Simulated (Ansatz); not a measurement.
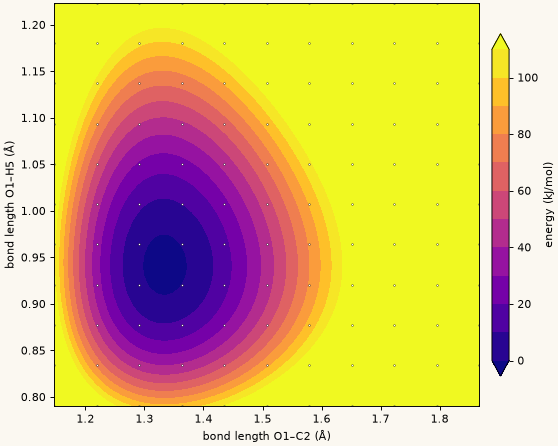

C2H3GaO, SMILES O[C]1=[CH][GaH]1. Coordinates scanned: (1) bond length O1–C2; (2) bond length O1–H5. Nothing is relaxed (all other coordinates rigid). Grid: 11 × 11 points. Energies are in kJ/mol, from the lowest grid point. Computed with RHF/def2-TZVP (Ansatz).

In the figure: filled contours, dots at the grid points, one colour for all values above the top of the scale. Between grid points the surface is interpolated.

Q: Estimate the position of the minimum and the force constants in these coordinates.

A: The interpolated minimum is at bond length O1–C2 ≈ 1.334 Å, bond length O1–H5 ≈ 0.941 Å. The curvatures there are about 46 eV/Å² and 61 eV/Å², with a cross term of about 0 eV/Å². Round the minimum the two coordinates are nearly uncoupled. (1 eV is 96.5 kJ/mol.)
